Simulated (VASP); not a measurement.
Band structure of Mg₂Ge (antifluorite). These are PBEsol GGA, VASP's PBE PAW potentials (set 64) (plane waves; VASP) values and carry that method's errors.

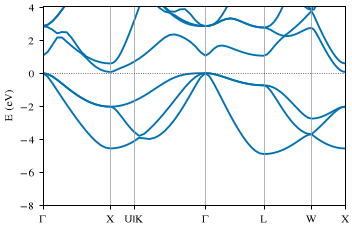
Figure: Bands along high-symmetry lines, zero at the valence-band maximum or, without a gap, the Fermi level

Read the plot: is there a gap, and where are the band edges?

The gap is indirect, 0.07 eV, from the valence maximum at Γ to the conduction minimum at X. (Edges off the drawn lines would not show.)

Measured: gap 0.74 eV (computed value off by -0.67 eV), as given by Byungki Ryu et al., Journal of the Korean Physical Society (2019), arXiv:1905.06140.

The compound is Mg2Ge in the antifluorite structure. It was relaxed first.
